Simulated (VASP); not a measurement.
# YB6 under strain

Aim: follow the pressure of YB6 through compression, expansion and shear. All runs use LDA. Left out of this account: 1 further run (fields: a reference on another mesh). The start is a computed cell from the Materials Project.

Main program and level: VASP 6.6.1; LDA; plane waves and PAW (Y_sv, B).

### Step 1. Starting point

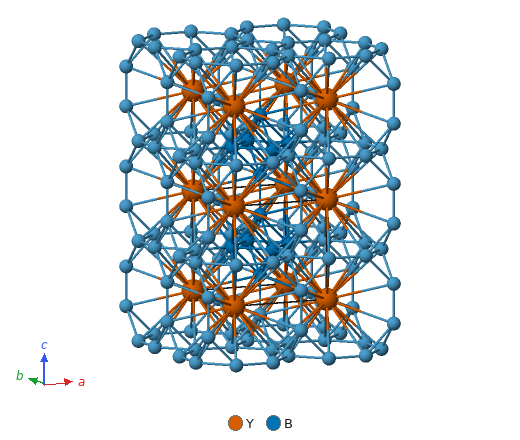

The cell as given, slightly off an axis (yttrium orange, boron blue). 1×1×2 cells are drawn. Some periodic images of atoms are drawn too.

Structure file:

```
Y B
1.0
     4.08977    0.00000    0.00000
     0.00000    4.08977    0.00000
     0.00000    0.00000    4.08977
Y B
1 6
Direct
  0.00000 0.00000 0.00000
  0.80113 0.50000 0.50000
  0.19887 0.50000 0.50000
  0.50000 0.50000 0.80113
  0.50000 0.50000 0.19887
  0.50000 0.19887 0.50000
  0.50000 0.80113 0.50000
```

### Step 2. Bands, cell as listed

The mesh alone shows little of the dispersion and can miss band extrema, so KPOINTS_OPT adds a path through the symmetry points after the self-consistent cycle. LDA, the lowest rung, knows the local density alone.

Input file INCAR:

```
SYSTEM = YB6
PREC = Accurate
ENCUT = 420
EDIFF = 1E-06
NELM = 100
ISMEAR = -1
SIGMA = 0.05
LREAL = .FALSE.
ALGO = Normal
GGA = CA
NBANDS = 32
LASPH = .TRUE.
LORBIT = 11
LWAVE = .FALSE.
LCHARG = .FALSE.
KPAR = 8
```

Input file POSCAR:

```
YB6
1.0
    4.0897680800      0.0000000000      0.0000000000
    0.0000000000      4.0897680800      0.0000000000
    0.0000000000      0.0000000000      4.0897680800
Y B
1 6
Direct
    0.0000000000      0.0000000000      0.0000000000
    0.8011341200      0.5000000000      0.5000000000
    0.1988658800      0.5000000000      0.5000000000
    0.5000000000      0.5000000000      0.8011341200
    0.5000000000      0.5000000000      0.1988658800
    0.5000000000      0.1988658800      0.5000000000
    0.5000000000      0.8011341200      0.5000000000
```

Input file KPOINTS:

```
Automatic mesh
0
Gamma
7 7 7
0 0 0
```

Input file KPOINTS_OPT:

```
Line mode
12
Line-mode
Reciprocal
  0.00000000   0.00000000   0.00000000 GAMMA
  0.00000000   0.50000000   0.00000000 X

  0.00000000   0.50000000   0.00000000 X
  0.50000000   0.50000000   0.00000000 M

  0.50000000   0.50000000   0.00000000 M
  0.00000000   0.00000000   0.00000000 GAMMA

  0.00000000   0.00000000   0.00000000 GAMMA
  0.50000000   0.50000000   0.50000000 R

  0.50000000   0.50000000   0.50000000 R
  0.00000000   0.50000000   0.00000000 X

  0.50000000   0.50000000   0.00000000 M
  0.50000000   0.50000000   0.50000000 R
```

The projector-augmented-wave data sets are Y_sv and B (LDA family, release 64).

Launch:

```console
$ mpirun -np 8 vasp_std
```

The program printed:

```text
[banner, memory and clock lines left out]
running    8 mpi-ranks, on    1 nodes
 distrk:  each k-point on    1 cores,    8 groups
 distr:  one band on    1 cores,    1 groups

 POSCAR found type information on POSCAR Y B
 POSCAR found :  2 types and       7 ions
|                                                                             |
|           W    W    AA    RRRRR   N    N  II  N    N   GGGG   !!!           |
|           W    W   A  A   R    R  NN   N  II  NN   N  G    G  !!!           |
|           W    W  A    A  R    R  N N  N  II  N N  N  G       !!!           |
|           W WW W  AAAAAA  RRRRR   N  N N  II  N  N N  G  GGG   !            |
|           WW  WW  A    A  R   R   N   NN  II  N   NN  G    G                |
|           W    W  A    A  R    R  N    N  II  N    N   GGGG   !!!           |
|                                                                             |
|     For optimal performance we recommend to set                             |
|       NCORE = 2 up to number-of-cores-per-socket                            |
|     NCORE specifies how many cores store one orbital (NPAR=cpu/NCORE).      |
|     This setting can greatly improve the performance of VASP for DFT.       |
|     The default, NCORE=1 might be grossly inefficient on modern             |
|     multi-core architectures or massively parallel machines. Do your        |
|     Unfortunately you need to use the default for GW and RPA                |
|     calculations (for HF NCORE is supported but not extensively tested      |
|     yet).                                                                   |
|                                                                             |

 LDA part: xc-table for (Slater(with rela. corr.)+CA(PZ))
 , standard interpolation
 POSCAR, INCAR and KPOINTS ok, starting setup
 FFT: planning ... GRIDC
 FFT: planning ... GRID_SOFT
 FFT: planning ... GRID
 WAVECAR not read
 entering main loop
       N       E                     dE             d eps       ncg     rms          rms(c)
DAV:   1     0.542537241145E+02    0.54254E+02   -0.11426E+04  1280   0.714E+02
DAV:   2    -0.597517641392E+02   -0.11401E+03   -0.10905E+03  1584   0.186E+02
DAV:   3    -0.638854889003E+02   -0.41337E+01   -0.40930E+01  1864   0.278E+01
DAV:   4    -0.639473452454E+02   -0.61856E-01   -0.61804E-01  1512   0.302E+00
DAV:   5    -0.639486203462E+02   -0.12751E-02   -0.12750E-02  1704   0.395E-01    0.149E+01
DAV:   6    -0.555558674390E+02    0.83928E+01   -0.49446E+00  1544   0.145E+01    0.133E+01
DAV:   7    -0.545965306008E+02    0.95934E+00   -0.28222E+00  1696   0.757E+00    0.117E+01
DAV:   8    -0.550805534537E+02   -0.48402E+00   -0.15958E+00  1408   0.618E+00    0.496E+00
DAV:   9    -0.545645553804E+02    0.51600E+00   -0.68485E-01  1384   0.440E+00    0.468E-01
DAV:  10    -0.545679367099E+02   -0.33813E-02   -0.67509E-02  1576   0.106E+00    0.141E+00
DAV:  11    -0.545664056049E+02    0.15311E-02   -0.11486E-03  1504   0.168E-01    0.829E-01
DAV:  12    -0.545652235363E+02    0.11821E-02   -0.22207E-03  1520   0.235E-01    0.133E-01
DAV:  13    -0.545652231878E+02    0.34843E-06   -0.26530E-04  1608   0.682E-02    0.346E-02
DAV:  14    -0.545652231125E+02    0.75377E-07   -0.35084E-06  1656   0.967E-03
   1 F= -.54565223E+02 E0= -.54557690E+02  d E =-.150662E-01
 Start KPOINTS_OPT (optional k-point list driver)
k-point batch [1-20\72]
       N       E                     dE             ncg
DAV:   1    -0.151106013903E+04   -0.10264E+05     1280
DAV:   2    -0.361989994879E+04   -0.21088E+04     1600
DAV:   3    -0.369751353416E+04   -0.77614E+02     1784
DAV:   4    -0.369884469074E+04   -0.13312E+01     1520
DAV:   5    -0.369886154717E+04   -0.16856E-01     1600
DAV:   6    -0.369886176439E+04   -0.21721E-03     1568
DAV:   7    -0.369886176769E+04   -0.33086E-05     1528
DAV:   8    -0.369886176776E+04   -0.64141E-07     1096
[...]
k-point batch [61-72\72]
       N       E                     dE             ncg
DAV:   1     0.493591789763E+04   -0.11564E+05      768
DAV:   2     0.355562380949E+04   -0.13803E+04      992
DAV:   3     0.350078122358E+04   -0.54843E+02     1064
DAV:   4     0.349994756131E+04   -0.83366E+00      856
DAV:   5     0.349993756894E+04   -0.99924E-02      968
DAV:   6     0.349993742378E+04   -0.14516E-03      880
DAV:   7     0.349993742118E+04   -0.26094E-05      976
DAV:   8     0.349993742112E+04   -0.50733E-07      584
```

Run time: 8.8 s. Hardware: 8 MPI ranks of Intel Xeon 6975P-C (Granite Rapids), shared host; peak memory 1.5 GiB; 52 s of CPU time.

The logs omit lines about the potential files and the build; timing stands in the text.

Parts of OUTCAR (step 2):

```text
ion  position               nearest neighbor table
   1  0.000  0.000  0.000-   2 3.00   3 3.00   4 3.00   5 3.00   6 3.00   7 3.00   2 3.00   3 3.00
                             6 3.00   7 3.00   2 3.00   3 3.00   4 3.00   5 3.00   2 3.00   3 3.00
   2  0.801  0.500  0.500-   3 1.63   4 1.74   5 1.74   6 1.74   7 1.74   1 3.00   1 3.00   1 3.00
                             1 3.00
   3  0.199  0.500  0.500-   2 1.63   4 1.74   5 1.74   6 1.74   7 1.74   1 3.00   1 3.00   1 3.00
                             1 3.00
   4  0.500  0.500  0.801-   5 1.63   3 1.74   2 1.74   6 1.74   7 1.74   1 3.00   1 3.00   1 3.00
                             1 3.00
   5  0.500  0.500  0.199-   4 1.63   3 1.74   2 1.74   6 1.74   7 1.74   1 3.00   1 3.00   1 3.00
                             1 3.00
   6  0.500  0.199  0.500-   7 1.63   3 1.74   4 1.74   5 1.74   2 1.74   1 3.00   1 3.00   1 3.00
                             1 3.00
   7  0.500  0.801  0.500-   6 1.63   3 1.74   4 1.74   5 1.74   2 1.74   1 3.00   1 3.00   1 3.00
                             1 3.00

  LATTYP: Found a simple cubic cell.
 ALAT       =     4.0897680800

 Subroutine GETGRP returns: Found 48 space group operations
 (whereof 48 operations were pure point group operations)

The static configuration has the point symmetry O_h .

 Found     20 irreducible k-points:

   k-points           NKPTS =     20   k-points in BZ     NKDIM =     20   number of bands    NBANDS=     32

   dimension x,y,z NGX =    28 NGY =   28 NGZ =   28
   dimension x,y,z NGXF=    56 NGYF=   56 NGZF=   56

   ENCUT  =  420.0 eV  30.87 Ry    5.56 a.u.   6.83  6.83  6.83*2*pi/ulx,y,z

   NELECT =      29.0000    total number of electrons

 k-points in reciprocal lattice and weights: Automatic mesh
   0.00000000  0.00000000  0.00000000       0.003
   0.14285714  0.00000000  0.00000000       0.017
   0.28571429  0.00000000  0.00000000       0.017
   0.42857143  0.00000000  0.00000000       0.017
   0.14285714  0.14285714  0.00000000       0.035
   0.28571429  0.14285714  0.00000000       0.070
   0.42857143  0.14285714  0.00000000       0.070
   0.28571429  0.28571429  0.00000000       0.035
   0.42857143  0.28571429  0.00000000       0.070
[...]
0.42857143  0.42857143  0.28571429       0.070
   0.42857143  0.42857143  0.42857143       0.023

 average (electrostatic) potential at core
       1 -35.5621       2 -31.3246       3 -31.3246       4 -31.3246       5 -31.3246
       6 -31.3246       7 -31.3246

 E-fermi :   6.5816

 k-point     1 :       0.0000    0.0000    0.0000
  band No.  band energies     occupation
    ...
     10      -0.4397      2.00000
     11      -0.4397      2.00000
     12       4.5513      2.00000
     13       4.5513      2.00000
     14       4.5513      2.00000
     15       7.5195      0.00000
     16       7.5195      0.00000
     17       7.6442      0.00000
     18       7.6442      0.00000
     19       7.6442      0.00000
    ...

 k-point     2 :       0.1429    0.0000    0.0000
  band No.  band energies     occupation
    ...
     11       0.5409      2.00000
     12       4.0255      2.00000
     13       4.0255      2.00000
     14       4.6491      2.00000
     15       6.0302      1.99997
     16       7.7049      0.00000
     17       8.2765      0.00000
     18       8.2765      0.00000
     19       9.2315      0.00000
     20       9.2510      0.00000
    ...

 k-point     3 :       0.2857    0.0000    0.0000
  band No.  band energies     occupation
    ...
     11       1.9838      2.00000
     12       3.2182      2.00000
     13       3.2182      2.00000
     14       4.7761      2.00000
     15       4.9044      2.00000
     16       8.1385      0.00000
     17       8.1385      0.00000
     18       8.1817      0.00000
     19       8.6063      0.00000
     20       9.6522      0.00000
    ...

  Total       -2.5903148     -2.5903148     -2.5903148      0.0000000      0.0000000     -0.0000000
  in kB      -60.6690353    -60.6690353    -60.6690353      0.0000000      0.0000000     -0.0000000
  external PRESSURE =     -60.6690353 kB  Pullay stress =       0.0000000 kB

  energy-cutoff  :      420.00
  volume of cell :       68.41
      direct lattice vectors                 reciprocal lattice vectors
     4.089768080  0.000000000  0.000000000     0.244512642  0.000000000  0.000000000
     0.000000000  4.089768080  0.000000000     0.000000000  0.244512642  0.000000000
     0.000000000  0.000000000  4.089768080     0.000000000  0.000000000  0.244512642

 POSITION                                       TOTAL-FORCE (eV/Angst)
 -----------------------------------------------------------------------------------
      0.00000      0.00000      0.00000         0.000000     -0.000000      0.000000
      3.27645      2.04488      2.04488        -0.169992     -0.000000     -0.000000
      0.81332      2.04488      2.04488         0.169992     -0.000000      0.000000
      2.04488      2.04488      3.27645        -0.000000     -0.000000     -0.169992
      2.04488      2.04488      0.81332        -0.000000     -0.000000      0.169992
      2.04488      0.81332      2.04488        -0.000000      0.169992     -0.000000
      2.04488      3.27645      2.04488         0.000000     -0.169992      0.000000
 -----------------------------------------------------------------------------------
    total drift:                               -0.000000      0.000000      0.000000

  FREE ENERGIE OF THE ION-ELECTRON SYSTEM (eV)
  ---------------------------------------------------
  free  energy   TOTEN  =       -54.5652231125 eV

  energy  without entropy=      -54.5501569454  energy(sigma->0) =      -54.55769003

 total charge
# of ion       s       p       d       f       tot
--------------------------------------------------
    1        2.105   6.184   0.914   0.055   9.259
    2        0.698   1.409   0.000   0.000   2.107
    3        0.698   1.409   0.000   0.000   2.107
    4        0.698   1.409   0.000   0.000   2.107
    5        0.698   1.409   0.000   0.000   2.107
    6        0.698   1.409   0.000   0.000   2.107
    7        0.698   1.409   0.000   0.000   2.107
--------------------------------------------------
tot          6.292  14.638   0.914   0.055  21.900

[... 3 further parts left out ...]
```

This run has no spin polarisation. Its electron count is odd, so without a moment it is a metal by construction. At this level the cell is under a tension of 6.1 GPa, so at these settings it is away from equilibrium.

Numbers from this step:

```
SCF cycles              : 14
electrons               : 29
bands                   : 32
irreducible k-points    : 20
symmetry operations     : 48
free energy (TOTEN)     : -54.5652 eV
energy at zero smearing : -54.5577 eV
Fermi energy            : 6.582 eV
pressure                : -6.067 GPa
metallic                : yes
```

The electronic bands at the labelled points (eV, zero at the Fermi level; # counts the bands kept, so #1 is VASP's band 6):

```
    point     #6     #7     #8     #9    #10   #11   #12   #13
        Γ  -7.02  -2.03  -2.03  -2.03   0.94  0.94  1.06  1.06
        X  -3.93  -3.93  -3.42  -2.66  -1.37  1.13  1.13  1.42
        M  -4.64  -4.64  -3.05  -3.05   1.52  1.52  1.78  2.22
        Γ  -7.02  -2.03  -2.03  -2.03   0.94  0.94  1.06  1.06
        R  -5.92  -2.60  -2.60  -2.60   2.50  2.74  2.74  3.06
        X  -3.93  -3.93  -3.42  -2.66  -1.37  1.13  1.13  1.42
jump to M  -4.64  -4.64  -3.05  -3.05   1.52  1.52  1.78  2.22
        R  -5.92  -2.60  -2.60  -2.60   2.50  2.74  2.74  3.06
```

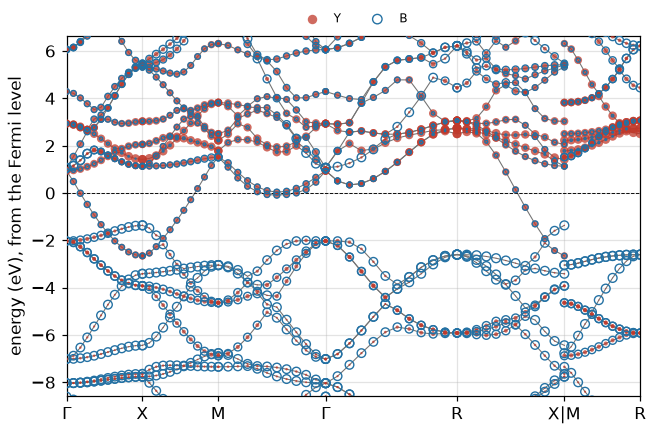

Electronic bands along the path; dots are coloured as in the legend, and their area grows with the weight.

Force by atom:

```
atom  x (eV/Å)  y (eV/Å)  z (eV/Å)   size
  Y1     0.000     0.000     0.000  0.000
  B2    -0.170     0.000     0.000  0.170
  B3     0.170     0.000     0.000  0.170
  B4     0.000     0.000    -0.170  0.170
  B5     0.000     0.000     0.170  0.170
  B6     0.000     0.170     0.000  0.170
  B7     0.000    -0.170     0.000  0.170
```

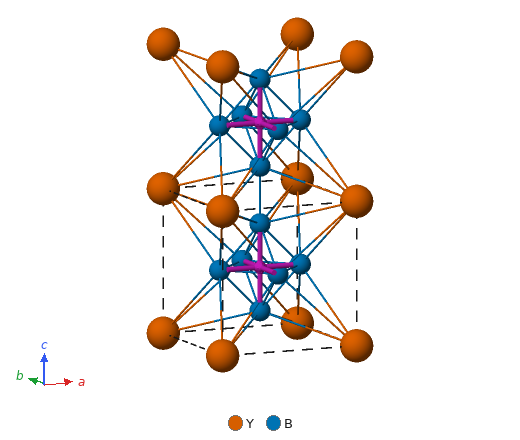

Force as arrows, the longest 0.170 eV/Å. 1×1×2 cells are drawn. Some periodic images of atoms are drawn too.

There is no gap at this level.

(Part 1 of 4 ends here.)

[Lines on the potential files, build, host, timing and source positions are cut from VASP's logs without a mark.]

[Logs are printed without paths, hosts, clocks, repeated set-up lines and the standing remarks that a program may print on its own settings, such as how far it seeks lower states.]

[Hosts, paths, dates, database ids (printed as entryN), source tags and the programs' standing remarks are cut or masked in the printed files.]

[A measured line is paired with the nearest computed mode of its activity, which favours agreement.]

[In band tables of VASP the shares of atoms and orbitals are scaled to a sum of 1 inside the atoms' spheres.]
